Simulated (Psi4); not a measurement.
# A workflow on Si2H4F2 (SMILES F[SiH](F)[SiH3])

Wanted: a structure relaxation (singlet Si2H4F2, wB97X-D/def2-SVPD), then the energy (doublet [Si2H4F2]+, U-wB97X-D/def2-SVPD), then a structure relaxation (doublet [Si2H4F2]+, U-wB97X-D/def2-SVPD), then the energy (doublet [Si2H4F2]−, U-wB97X-D/def2-SVPD), then a structure relaxation (doublet [Si2H4F2]−, U-wB97X-D/def2-SVPD) of F2H4Si2. 

The results are computed with Psi4 1.11.

### Step 1. Starting point

The species is Si2H4F2 (8 atoms), meant as a singlet with charge 0. SMILES: `F[SiH](F)[SiH3]`. The coordinates come from a PBE0-D4/def2-TZVP relaxation. The run starts from this shape.

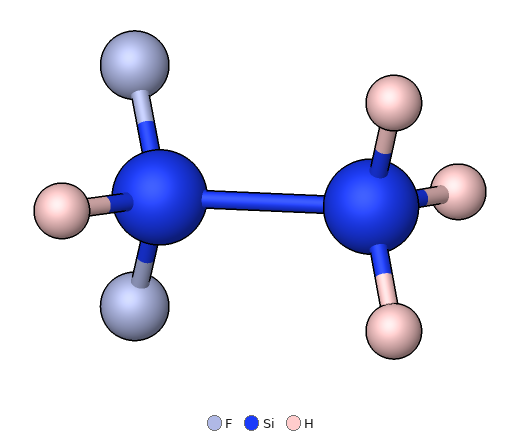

The structure, seen from a chosen angle (fluorine light blue, silicon blue, hydrogen pink).

### Step 2. A geometry optimisation at wB97X-D/def2-SVPD (density fitting) (run 1)

The input, run.py:

```python
import psi4

psi4.set_memory(1600000000)
psi4.set_num_threads(1)
psi4.core.set_output_file('run.log', False)

molecule = psi4.geometry("""
0 1
F      1.83662482    -1.97740942     3.26828133
Si     2.00651120    -0.60565722     0.59337400
F      3.05889968    -2.63144363    -1.37005144
Si    -2.03183353     0.70448990    -0.65554599
H      3.93252007     1.41502692     0.81598374
H     -3.01449111     2.55547664     1.21490493
H     -1.85797873     1.93753620    -3.17341708
H     -3.75620862    -1.50573378    -0.79878723
units au
symmetry c1
""")

psi4.set_options({
    'basis': 'def2-SVPD',
})

e = psi4.optimize("WB97X-D")
print(f'total energy {e:.8f} hartree = {e * 27.211386:.5f} eV')
print(molecule.to_string(dtype='xyz', units='Angstrom'))
```

Started as:

```sh
python run.py
```

run.log:

```text
[...]
  Running in c1 symmetry.
[...]
  Nuclear repulsion =  227.316293289915620
[...]
  Multiplicity = 1
[...]
  Nalpha       = 25
  Nbeta        = 25
[...]
    Number of basis functions: 126
[...]
   @DF-RKS iter   1:  -780.70616386548613   -6.15652e-01   4.08212e-03 DIIS/ADIIS
[...]
   @DF-RKS iter   6:  -780.80218804763342   -2.64890e-11   7.26307e-09 DIIS
[...]
  @DF-RKS Final Energy:  -780.80218804763342
   => Energetics <=
    Nuclear Repulsion Energy =            224.3958197146586144
    One-Electron Energy =               -1529.9676495403839454
    Two-Electron Energy =                 570.8909925816653868
    DFT Exchange-Correlation Energy =     -46.1186559679913444
    Empirical Dispersion Energy =          -0.0026948355822435
    VV10 Nonlocal Energy =                  0.0000000000000000
    Total Energy =                       -780.8021880476334218
[...]
 Multipole Moments:
 ------------------------------------------------------------------------------------
     Multipole            Electronic (a.u.)      Nuclear  (a.u.)        Total (a.u.)
 ------------------------------------------------------------------------------------
 L = 1.  Multiply by 2.5417464519 to convert [e a0] to [Debye]
 Dipole X            :          5.2591105           -5.6580062           -0.3988957
 Dipole Y            :         -4.5777293            5.3287972            0.7510680
 Dipole Z            :          2.0310466           -2.2420090           -0.2109624
 Magnitude           :                                                    0.8761998
[...]
  -Total Gradient:
     Atom            X                  Y                   Z
    ------   -----------------  -----------------  -----------------
       1        0.000088384110     0.000133454658    -0.000004701801
       2        0.000055690372     0.000073832393     0.000003965382
       3        0.000083810193     0.000136109071     0.000012433471
       4       -0.000015101177     0.000040066243    -0.000009597992
       5        0.000014666306     0.000157227897    -0.000018338693
       6        0.000017639943     0.000042407029    -0.000005416923
       7        0.000015642280     0.000043470677     0.000002080084
       8        0.000070017601     0.000015886716     0.000016176769
[...]
```

The script printed:

```text
Some dependencies such as QCElemental have not yet finished migration to pydantic v2. If issues are encountered please downgrade pydantic or upgrade QCElemental as appropriate
	Previous geometry is closer to target in internal coordinates, so using that one.

	Best geometry has RMS(Delta(q)) = 3.39e-07

	Previous geometry is closer to target in internal coordinates, so using that one.

	Best geometry has RMS(Delta(q)) = 1.17e-06

Optimizer: Optimization complete!
total energy -780.80218805 hartree = -21246.70973 eV
8
0 1 F2H4Si2
F                     0.494231257093    -0.622917822245     1.584035250994
Si                    0.590338159908     0.129395516253     0.137340623709
F                     1.155183987220    -0.976343432938    -0.923991423911
Si                   -1.553594740956     0.810615527587    -0.523657157419
H                     1.630889844187     1.178078358717     0.263783411016
H                    -2.075002269432     1.789358806467     0.470061968055
H                    -1.460955249808     1.461058849544    -1.859929462390
H                    -2.448165328618    -0.375421281921    -0.592298963216
```

Wall time 68 s (1 thread of AMD EPYC 7R43 (Zen 3), shared host); peak memory 0.99 GiB.

The path in brief:

```csv
step,energy from the first frame kept (eV),largest force (eV/Å)
0,0.0000,1.7001
1,-0.0480,0.5594
2,-0.0536,0.0472
3,-0.0537,0.0105
4,-0.0538,0.0099
5,-0.0538,0.0082
```

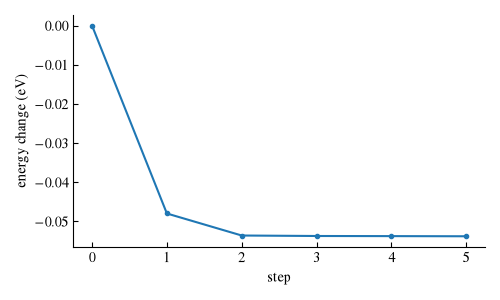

Energy along the run.

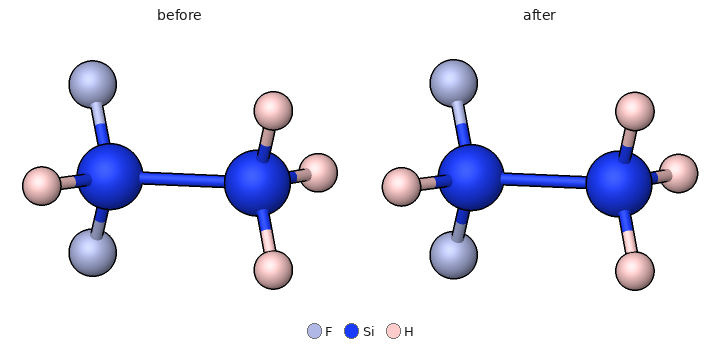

Before and after, at one scale.

After the run. Bond lengths: F1–Si2 1.633 Å, Si2–F3 1.633 Å, Si2–Si4 2.345 Å, Si2–H5 1.483 Å, Si4–H6 1.489 Å, Si4–H7 1.489 Å, Si4–H8 1.487 Å. Some angles: F1–Si2–F3 106.5°, F1–Si2–Si4 109.3°, F3–Si2–Si4 109.3°, F1–Si2–H5 106.9°, F3–Si2–H5 106.9°, Si4–Si2–H5 117.4°, Si2–Si4–H6 108.8°, Si2–Si4–H7 108.8°, Si2–Si4–H8 109.3°, H6–Si4–H7 109.5°.

### Step 3. The doublet cation: a single-point energy at U-wB97X-D/def2-SVPD (density fitting) (run 2)

The input, job.in:

```
memory 1600 MB

molecule {
  1 2
  F      0.967153    -1.056918     1.758844
  Si     1.063260    -0.304605     0.312150
  F      1.628106    -1.410344    -0.749183
  Si    -1.080673     0.376615    -0.348848
  H      2.103812     0.744078     0.438592
  H     -1.602080     1.355359     0.644871
  H     -0.988033     1.027059    -1.685121
  H     -1.975243    -0.809421    -0.417490
  symmetry c1
}

set globals {
  basis     def2-SVPD
  reference uks
}

e_tot, wfn = energy("wb97x-d", return_wfn=True)
```

Started as:

```sh
psi4 -n 1 job.in job.out
```

job.out:

```text
[...]
  Running in c1 symmetry.
[...]
  Nuclear repulsion =  224.395812520086110
[...]
  Multiplicity = 2
[...]
  Nalpha       = 25
  Nbeta        = 24
[...]
    Number of basis functions: 126
[...]
   @DF-UKS iter   1:  -780.28345189242100   -2.74058e-01   4.03816e-03 DIIS/ADIIS
[...]
   @DF-UKS iter  10:  -780.39568782457104   -3.63185e-07   6.91969e-07 DIIS
[...]
   @S^2 Observed:                7.549130435E-01
[...]
    Orbital Energies [Eh]
    ---------------------
    Alpha Occupied:
       1A    -66.631023     2A    -66.535637     3A    -25.053127
       4A    -25.053083     5A     -5.748448     6A     -5.669225
       7A     -4.099363     8A     -4.097327     9A     -4.094823
      10A     -4.022896    11A     -4.013946    12A     -4.013874
      13A     -1.509034    14A     -1.491209    15A     -0.941270
      16A     -0.867816    17A     -0.807010    18A     -0.797862
      19A     -0.778803    20A     -0.750967    21A     -0.731461
      22A     -0.728997    23A     -0.674110    24A     -0.672511
      25A     -0.660779
    Alpha Virtual:
[...]
  @DF-UKS Final Energy:  -780.39568782457104
   => Energetics <=
    Nuclear Repulsion Energy =            224.3958125200861105
    One-Electron Energy =               -1518.0231030835011552
    Two-Electron Energy =                 559.1557593953342575
    DFT Exchange-Correlation Energy =     -45.9214618207988039
    Empirical Dispersion Energy =          -0.0026948356914496
    VV10 Nonlocal Energy =                  0.0000000000000000
    Total Energy =                       -780.3956878245710413
[...]
 Multipole Moments:
 ------------------------------------------------------------------------------------
     Multipole            Electronic (a.u.)      Nuclear  (a.u.)        Total (a.u.)
 ------------------------------------------------------------------------------------
 L = 1.  Multiply by 2.5417464519 to convert [e a0] to [Debye]
 Dipole X            :          4.5669860           -5.6580047           -1.0910187
 Dipole Y            :         -3.6470516            5.3287990            1.6817473
 Dipole Z            :          1.7175403           -2.2420091           -0.5244687
 Magnitude           :                                                    2.0721157
[...]
```

Wall time 18 s (1 thread of AMD EPYC 7R43 (Zen 3), shared host); peak memory 0.92 GiB.

### Step 4. The doublet cation: a structure relaxation at U-wB97X-D/def2-SVPD (density fitting) (run 3)

The input, f2h4si2.xyz:

```xyz
8
F2H4Si2
F      0.967153    -1.056918     1.758844
Si     1.063260    -0.304605     0.312150
F      1.628106    -1.410344    -0.749183
Si    -1.080673     0.376615    -0.348848
H      2.103812     0.744078     0.438592
H     -1.602080     1.355359     0.644871
H     -0.988033     1.027059    -1.685121
H     -1.975243    -0.809421    -0.417490
```

The input, job.py:

```python
import psi4

psi4.set_memory(1600000000)
psi4.set_num_threads(1)
psi4.set_output_file('f2h4si2.out', False)

with open('f2h4si2.xyz') as f:
    atoms = ''.join(f.readlines()[2:])
mol = psi4.geometry('1 2\n' + atoms + 'symmetry c1')

psi4.set_options(dict(basis='def2-SVPD', reference='uks', geom_maxiter=50))

E = psi4.optimize('wb97x-d', molecule=mol)
print(f'total energy {E:.8f} hartree = {E * 27.211386:.5f} eV')
print(mol.to_string(dtype='xyz', units='Angstrom'))
```

Started as:

```sh
python job.py
```

f2h4si2.out:

```text
[...]
  Running in c1 symmetry.
[...]
  Nuclear repulsion =  224.395812520086110
[...]
  Multiplicity = 2
[...]
  Nalpha       = 25
  Nbeta        = 24
[...]
    Number of basis functions: 126
[...]
   @DF-UKS iter   1:  -780.28345189242100   -2.74058e-01   4.03816e-03 DIIS/ADIIS
[...]
   @DF-UKS iter   8:  -780.42952380585621   -1.27329e-11   4.11596e-09 DIIS
[...]
   @S^2 Observed:                7.521254412E-01
[...]
  @DF-UKS Final Energy:  -780.42952380585621
   => Energetics <=
    Nuclear Repulsion Energy =            220.4935079002484599
    One-Electron Energy =               -1510.5196768752107346
    Two-Electron Energy =                 555.5386814077185136
    DFT Exchange-Correlation Energy =     -45.9392164096585489
    Empirical Dispersion Energy =          -0.0028198289538962
    VV10 Nonlocal Energy =                  0.0000000000000000
    Total Energy =                       -780.4295238058562063
[...]
 Multipole Moments:
 ------------------------------------------------------------------------------------
     Multipole            Electronic (a.u.)      Nuclear  (a.u.)        Total (a.u.)
 ------------------------------------------------------------------------------------
 L = 1.  Multiply by 2.5417464519 to convert [e a0] to [Debye]
 Dipole X            :          4.0409024           -5.0152054           -0.9743030
 Dipole Y            :         -3.7034712            5.2675071            1.5640359
 Dipole Z            :          1.5868086           -2.0639636           -0.4771550
 Magnitude           :                                                    1.9034578
[...]
  -Total Gradient:
     Atom            X                  Y                   Z
    ------   -----------------  -----------------  -----------------
       1       -0.000001841519    -0.000142173817     0.000035158918
       2        0.000025711996    -0.000171914232     0.000031332603
       3        0.000005762346    -0.000146122100     0.000006396123
       4        0.000043176027    -0.000092706493     0.000024706869
       5        0.000070264994    -0.000189914287     0.000045096454
       6        0.000088204394    -0.000093379964     0.000046514857
       7        0.000093020941    -0.000096154575     0.000027859037
       8       -0.000014833423    -0.000046026368     0.000002364744
[...]
```

Standard output:

```text
Optimizer: Optimization complete!
total energy -780.42952381 hartree = -21236.56902 eV
8
1 2 F2H4Si2
F                     0.414397744392    -0.613858084273     1.582867211069
Si                    0.778958451025     0.069383671155     0.195507683676
F                     1.085583718126    -0.972743033061    -0.963993882035
Si                   -1.659953037757     0.863920807906    -0.559196651446
H                     1.637541417907     1.265130408109     0.253273422173
H                    -1.921026533353     1.782878713146     0.568127451845
H                    -1.279606091933     1.439929303398    -1.865739124117
H                    -2.256750142054    -0.487346346191    -0.526078665820
```

Wall time 3.4 min (1 thread of AMD EPYC 7R43 (Zen 3), shared host); peak memory 1 GiB.

Step by step:

```csv
step,energy from the first frame kept (eV),largest force (eV/Å)
0,0.0000,4.6510
1,-0.6486,2.4033
2,-0.8824,0.3709
3,-0.9070,0.3581
4,-0.9180,0.0753
5,-0.9203,0.0421
6,-0.9206,0.0139
7,-0.9207,0.0161
8,-0.9207,0.0127
9,-0.9207,0.0107
```

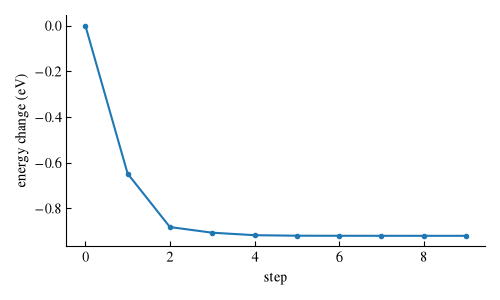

Energy along the run.

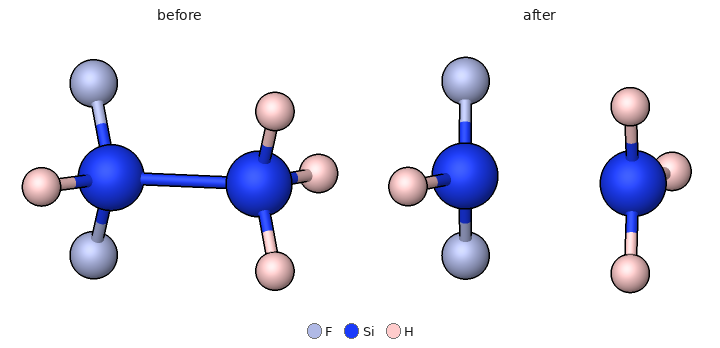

Before and after, at one scale.

After the run. Bond lengths: F1–Si2 1.589 Å, Si2–F3 1.589 Å, Si2–H5 1.473 Å, Si4–H6 1.478 Å, Si4–H7 1.478 Å, Si4–H8 1.478 Å. Angles: F1–Si2–F3 113.5°, F1–Si2–H5 116.6°, F3–Si2–H5 116.6°, H6–Si4–H7 118.5°, H6–Si4–H8 118.7°, H7–Si4–H8 118.7°. A long bond or contact: Si2–Si4 2.674 Å.

(Part 1 of 2 ends here.)
